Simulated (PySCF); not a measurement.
## Geometry relaxation of C$_{3}$H$_{9}$NSi (part 2 of 2)

The same run, continued: C$_{3}$H$_{9}$NSi, SMILES [SiH3]NC1CC1; PBE0-D3(BJ)/def2-SVP geometry optimisation, gas phase (PySCF 2.14.0). It belongs to a series of runs on one base structure; here: H on C replaced by NHSiH3.

Geometry of the input (Å):
```
Si 1.8982  0.4510  -0.0736
N  0.8281  -0.1770  1.1218
C  -0.6089  -0.1636  1.1039
C  -1.3414  -0.9184  0.0721
C  -1.3556  0.5734  0.0554
H  3.2081  0.1351  0.4032
H  1.7025  -0.0775  -1.4311
H  1.6733  1.9287  -0.1343
H  1.1826  -0.9437  1.6845
H  -1.0084  -0.1542  2.1272
H  -2.2875  -1.4309  0.3851
H  -0.8114  -1.4302  -0.6879
H  -0.8269  1.0784  -0.7285
H  -2.2600  1.1139  0.3742
```

Trajectory as extended XYZ, continued
```
14
Properties=species:S:1:pos:R:3:forces:R:3 step=10 energy=-12610.17736
Si    1.9636    0.7563    0.0638   -0.0092   0.0168   0.0068
N     0.8146   -0.3756    0.6920   -0.0035  -0.0454  -0.0700
C    -0.5695   -0.1077    0.8929   -0.0011  -0.0079  -0.0111
C    -1.5896   -1.0329    0.2958   -0.0001   0.0101   0.0039
C    -1.4022    0.3400   -0.2770    0.0048   0.0067   0.0182
H     3.3143    0.1557    0.2790   -0.0022  -0.0094  -0.0033
H     1.7913    1.0281   -1.4006   -0.0099   0.0059   0.0050
H     1.8838    2.0828    0.7559    0.0150   0.0012   0.0036
H     1.1379   -1.2645    1.0544    0.0076   0.0325   0.0551
H    -0.8440    0.3386    1.8608   -0.0044  -0.0050   0.0030
H    -2.4965   -1.2428    0.8688    0.0003  -0.0035  -0.0025
H    -1.2063   -1.8761   -0.2846    0.0026   0.0000  -0.0019
H    -0.8987    0.4186   -1.2443   -0.0055  -0.0041  -0.0047
H    -2.1758    1.0920   -0.1022    0.0057   0.0021  -0.0020
14
Properties=species:S:1:pos:R:3:forces:R:3 step=11 energy=-12610.18295
Si    1.9795    0.7725    0.0904    0.0421  -0.0466   0.0319
N     0.8158   -0.4055    0.6002   -0.0307   0.1051  -0.1095
C    -0.5519   -0.0903    0.8404   -0.0257  -0.0711   0.0356
C    -1.6084   -1.0296    0.3418   -0.0744  -0.0050   0.0395
C    -1.4246    0.3017   -0.3203    0.0224   0.0386  -0.0265
H     3.3111    0.1115    0.2162    0.0521   0.0054  -0.0265
H     1.7735    1.2070   -1.3270   -0.0224   0.0077  -0.0014
H     1.9622    2.0138    0.9320    0.0019   0.0035  -0.0027
H     1.1371   -1.2764    1.0043    0.0027   0.0058   0.0764
H    -0.7804    0.4222    1.7880   -0.0048  -0.0218   0.0025
H    -2.4938   -1.1940    0.9621    0.0084   0.0091  -0.0073
H    -1.2614   -1.9108   -0.2025    0.0180  -0.0178  -0.0157
H    -0.9606    0.3100   -1.3099    0.0156   0.0007  -0.0004
H    -2.1751    1.0804   -0.1611   -0.0053  -0.0136   0.0041
14
Properties=species:S:1:pos:R:3:forces:R:3 step=12 energy=-12610.18601
Si    1.9791    0.7733    0.0821    0.0051  -0.0420   0.0526
N     0.8151   -0.3969    0.6119   -0.0261   0.0750  -0.1106
C    -0.5567   -0.0936    0.8468    0.0059  -0.0348   0.0414
C    -1.6057   -1.0345    0.3352   -0.0758  -0.0183   0.0393
C    -1.4254    0.3035   -0.3144    0.0234   0.0382  -0.0390
H     3.3062    0.1011    0.1910    0.0546   0.0023  -0.0266
H     1.7523    1.2041   -1.3329   -0.0225   0.0050  -0.0014
H     1.9886    2.0180    0.9195    0.0039   0.0062  -0.0077
H     1.1446   -1.2533    1.0405   -0.0012   0.0080   0.0624
H    -0.7935    0.4102    1.7972   -0.0058  -0.0214  -0.0010
H    -2.4932   -1.2103    0.9492    0.0076   0.0130  -0.0031
H    -1.2505   -1.9082   -0.2156    0.0190  -0.0190  -0.0159
H    -0.9589    0.3206   -1.3028    0.0208   0.0042   0.0025
H    -2.1791    1.0784   -0.1530   -0.0089  -0.0165   0.0072
14
Properties=species:S:1:pos:R:3:forces:R:3 step=13 energy=-12610.19259
Si    1.9698    0.7872    0.0786    0.0345  -0.0545   0.0301
N     0.8188   -0.4077    0.5951    0.0040   0.1096  -0.0388
C    -0.5534   -0.1031    0.8334   -0.0216   0.0278   0.0788
C    -1.6071   -1.0488    0.3409   -0.0556  -0.0670   0.0100
C    -1.4212    0.2780   -0.3304    0.0017   0.0339  -0.0729
H     3.2760    0.0708    0.0001    0.0559   0.0200  -0.0357
H     1.5902    1.3356   -1.2578   -0.0105  -0.0061  -0.0071
H     2.1356    1.9605    1.0028   -0.0268  -0.0069  -0.0018
H     1.1766   -1.1660    1.1663   -0.0221  -0.0355   0.0088
H    -0.7912    0.4184    1.7744    0.0086  -0.0217  -0.0043
H    -2.4935   -1.2206    0.9576    0.0062   0.0357   0.0062
H    -1.2501   -1.9271   -0.2018    0.0127  -0.0202  -0.0031
H    -0.9616    0.2713   -1.3221    0.0341   0.0102   0.0146
H    -2.1659    1.0641   -0.1821   -0.0210  -0.0254   0.0153
14
Properties=species:S:1:pos:R:3:forces:R:3 step=14 energy=-12610.19376
Si    1.9756    0.7808    0.0678   -0.0494   0.0159   0.0163
N     0.8139   -0.3832    0.6249    0.0301  -0.0701   0.0200
C    -0.5653   -0.1038    0.8550    0.0042   0.0717  -0.0085
C    -1.6011   -1.0529    0.3279    0.0243  -0.0399  -0.0318
C    -1.4217    0.2906   -0.3139   -0.0107   0.0064  -0.0131
H     3.2925    0.0759    0.0270   -0.0166  -0.0014  -0.0048
H     1.6151    1.2725   -1.2973    0.0012  -0.0008  -0.0024
H     2.1139    1.9935    0.9424    0.0076   0.0022   0.0007
H     1.1669   -1.1650    1.1674   -0.0041   0.0079  -0.0088
H    -0.8212    0.3906    1.8050    0.0194  -0.0011   0.0035
H    -2.4942   -1.2424    0.9291   -0.0002   0.0215   0.0073
H    -1.2257   -1.9179   -0.2251   -0.0063  -0.0041   0.0077
H    -0.9424    0.3150   -1.2960    0.0098   0.0016   0.0100
H    -2.1833    1.0590   -0.1595   -0.0093  -0.0095   0.0041
14
Properties=species:S:1:pos:R:3:forces:R:3 step=15 energy=-12610.19514
Si    1.9728    0.7845    0.0757   -0.0134   0.0054   0.0100
N     0.8167   -0.3969    0.6077    0.0078  -0.0149   0.0044
C    -0.5583   -0.1011    0.8440   -0.0124   0.0285   0.0003
C    -1.6040   -1.0508    0.3379    0.0144  -0.0223  -0.0209
C    -1.4193    0.2813   -0.3259   -0.0024  -0.0012  -0.0044
H     3.2918    0.0863    0.0092   -0.0048  -0.0007  -0.0055
H     1.6010    1.3085   -1.2739   -0.0021  -0.0020  -0.0013
H     2.1119    1.9748    0.9811    0.0048   0.0010  -0.0009
H     1.1664   -1.1773    1.1542   -0.0014   0.0030  -0.0027
H    -0.8027    0.4096    1.7884    0.0111  -0.0021   0.0043
H    -2.4949   -1.2224    0.9476   -0.0005   0.0150   0.0059
H    -1.2386   -1.9277   -0.2025   -0.0037  -0.0058   0.0042
H    -0.9439    0.2875   -1.3100    0.0082   0.0032   0.0041
H    -2.1758    1.0562   -0.1789   -0.0056  -0.0071   0.0024
14
Properties=species:S:1:pos:R:3:forces:R:3 step=16 energy=-12610.19548
Si    1.9692    0.7891    0.0773    0.0037   0.0020  -0.0049
N     0.8183   -0.4009    0.6018    0.0024   0.0088   0.0149
C    -0.5557   -0.1005    0.8406   -0.0193   0.0078  -0.0019
C    -1.6027   -1.0533    0.3426    0.0099  -0.0085  -0.0111
C    -1.4172    0.2737   -0.3314   -0.0019  -0.0060   0.0026
H     3.2862    0.0916   -0.0226    0.0004   0.0003  -0.0018
H     1.5742    1.3348   -1.2567   -0.0008  -0.0001  -0.0004
H     2.1257    1.9640    1.0003    0.0005  -0.0017  -0.0002
H     1.1690   -1.1723    1.1604    0.0011  -0.0042  -0.0055
H    -0.7968    0.4167    1.7824    0.0067  -0.0012   0.0018
H    -2.4935   -1.2167    0.9547    0.0005   0.0074   0.0023
H    -1.2392   -1.9356   -0.1901   -0.0035  -0.0045   0.0041
H    -0.9404    0.2728   -1.3148    0.0031   0.0034   0.0009
H    -2.1741    1.0491   -0.1898   -0.0027  -0.0033  -0.0008
```

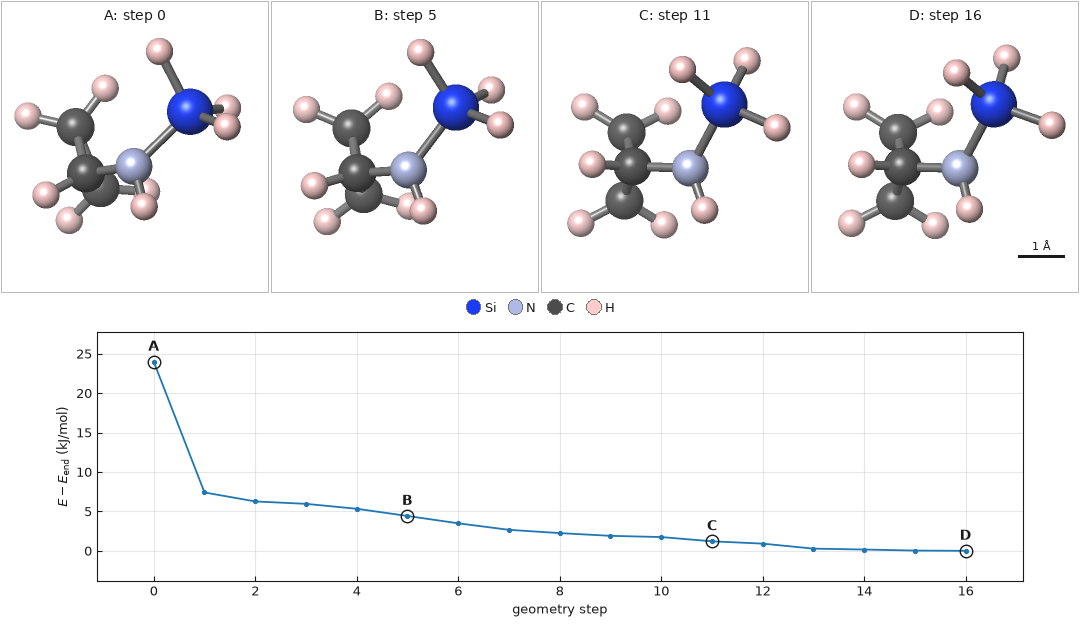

**Figure 1.** Frames of the relaxation (ball-and-stick view, seen at a tilt) above the curves, on which the letters mark them (steps are counted from 0).

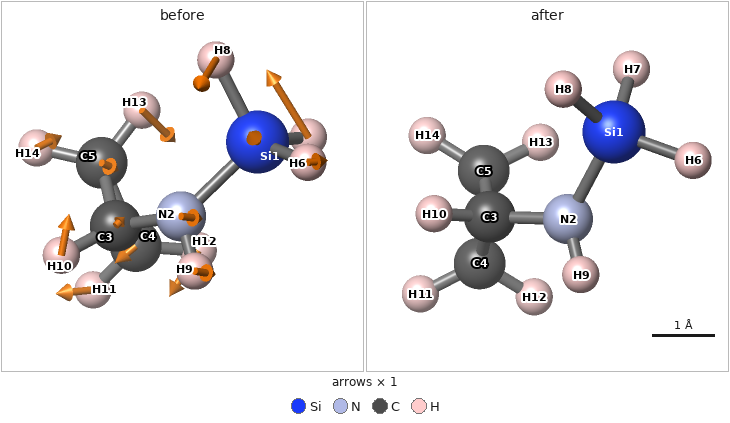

**Figure 2.** Before (left) and after (right) the relaxation, at one scale (ball-and-stick view, seen at a tilt). The orange arrows give the displacements, at true length. The energy falls by 24.0 kJ/mol in 16 geometry steps. Largest force component: 2.5 eV/Å at the start, 0.019 eV/Å at the end. H7 moves most after the best rigid fit: 1.36 Å. Largest moves by element: H 1.36 Å, N 0.53 Å, C 0.45 Å, Si 0.36 Å. Among the contacts that change: Si1–H6 1.429 → 1.494 Å, C4–H12 1.059 → 1.093 Å, C4–H11 1.121 → 1.093 Å, C3–C4 1.473 → 1.501 Å. Among the angles that change: N2–Si1–H8 107.1° → 114.8°, N2–C3–H10 110.6° → 116.9°, N2–Si1–H7 115.3° → 110.2°. (Atoms are counted from 1 in the order of the input.)
